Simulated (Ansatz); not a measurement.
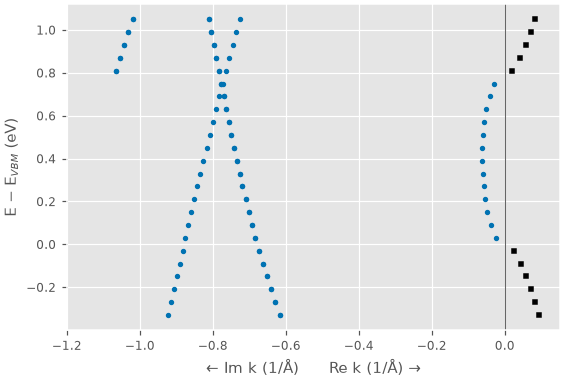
Figure. Complex bands at the centre of the two-dimensional zone; Ansatz (a first-principles code) with r2SCAN

No gap correction and no spin-orbit coupling; mid-gap values are interpolated between computed energies.

Q: This is InSe (P6_3/mmc, 8 atoms a cell, 29.5 Å³ an atom) along the normal of (001). Read off the slowest decay at the centre of the two-dimensional zone at 0.39 eV, the computed energy nearest the middle of the gap.

A: κ ≈ 0.06 1/Å, a decay length 1/(2κ) of the density of 8.1 Å.
